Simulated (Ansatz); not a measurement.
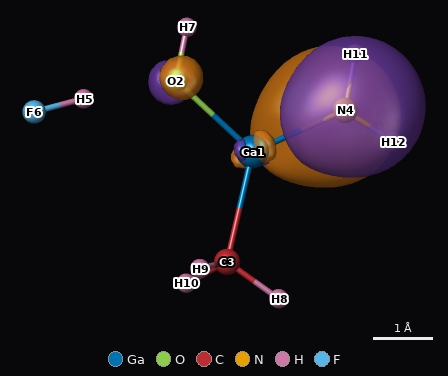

Figure. CH6GaNO···HF. The HOMO at ±0.1 Å⁻³ᐟ² (orange and purple are the two phases), seen at a tilt.

These are results of Ansatz 0.2.0, RHF/def2-mTZVP, not measurements.

```yaml
atoms:
  - { symbol: Ga, position_ang: [-0.0557, 0.2313, -0.4168] }
  - { symbol: O, position_ang: [0.9277, 0.8141, 0.9819] }
  - { symbol: C, position_ang: [-0.9918, -1.4862, -0.2177] }
  - { symbol: N, position_ang: [-0.0464, 1.3459, -1.8542] }
  - { symbol: H, position_ang: [1.1557, 0.0134, 2.4604] }
  - { symbol: F, position_ang: [1.2476, -0.4652, 3.2446] }
  - { symbol: H, position_ang: [1.3823, 1.6385, 0.9112] }
  - { symbol: H, position_ang: [-1.4281, -1.8180, -1.1512] }
  - { symbol: H, position_ang: [-0.3103, -2.2513, 0.1331] }
  - { symbol: H, position_ang: [-1.7857, -1.4018, 0.5150] }
  - { symbol: H, position_ang: [0.4437, 2.2120, -1.9046] }
  - { symbol: H, position_ang: [-0.5388, 1.1675, -2.7017] }
```

### What is the character of this orbital?

It lies mainly on N4 (about 75 %) and Ga1 (about 15 %); largely a lone pair of N4. Its energy is −11.07 eV.
